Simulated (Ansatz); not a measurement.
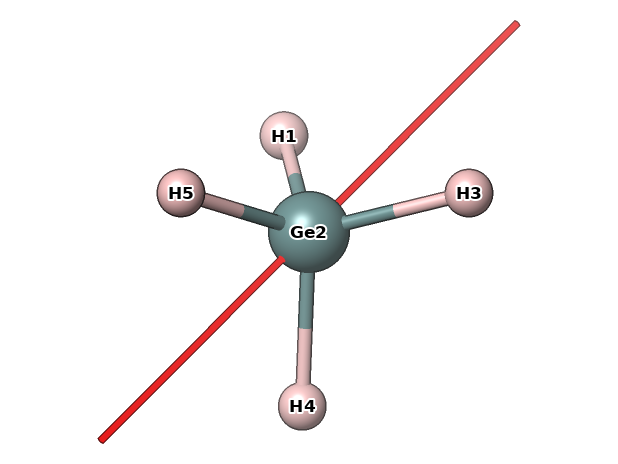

A line through the centre of mass is drawn in. Atoms fade into the background with distance from the viewer. The geometry was computed by an optimisation with PBE0-D4/def2-TZVP.

Is the line a proper rotation axis of the structure, and of what order?

Answer. Yes, a C2 axis. A turn by 180° leaves Ge2 in place and moves H1 ↔ H3; H4 ↔ H5. The point group is Td.
